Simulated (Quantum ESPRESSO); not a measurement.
# Voltage at the next charge: Na(110), 5 layers against an electrode

**Set-up.** Quantum ESPRESSO 7.5, PBE, GBRV ultrasoft; ESM with bc3, a metal electrode 6.07 Å above the top atoms; cell area 12.652 Å²; ions fixed. V is the potential energy of an electron at the electrode over the slab's Fermi level, divided by e, so that it equals the work function at zero charge; positive charge removes electrons.

```tsv
charge (e a cell)	V (V)
0	2.809
0.019	3.864
0.038	4.972
```

To predict: What is V at a charge of 0.0759 e, and what capacitance do the rows imply?

**Worked estimate.** The last two rows give dV/dq = (4.972 − 3.864)/(0.038 − 0.019) = 58.3 V/e, so C = 1602/(12.652 × 58.3) = 2.17 µF/cm², an effective gap of 8.854/2.17 = 4.08 Å. At constant C, V = 4.972 + 58.3 × 0.0379 = 7.18 V.

**The withheld run.** V = 7.313 V; the estimate misses by −0.13 V, 5.6 % of the step. Over the three intervals C goes 2.28, 2.17 and 2.05 µF/cm²: it falls as electrons leave, the surface charge drawing back towards the atoms.

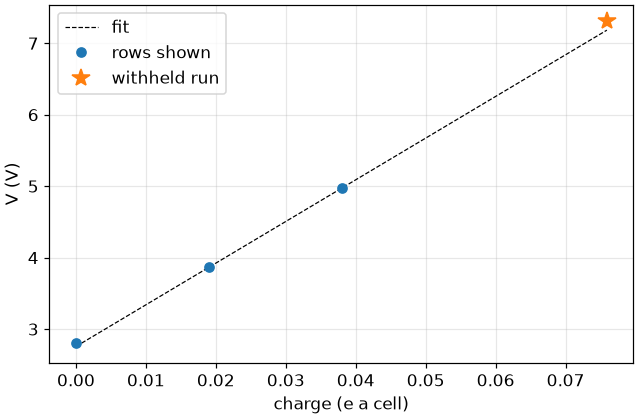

The rows shown, the fit and the withheld run.

Caveats: Vacuum fills the gap; a dielectric or electrolyte would change C. The slab is thin.

[Logs are printed without paths, hosts, clocks, repeated set-up lines and the standing remarks that a program may print on its own settings, such as how far it seeks lower states.]
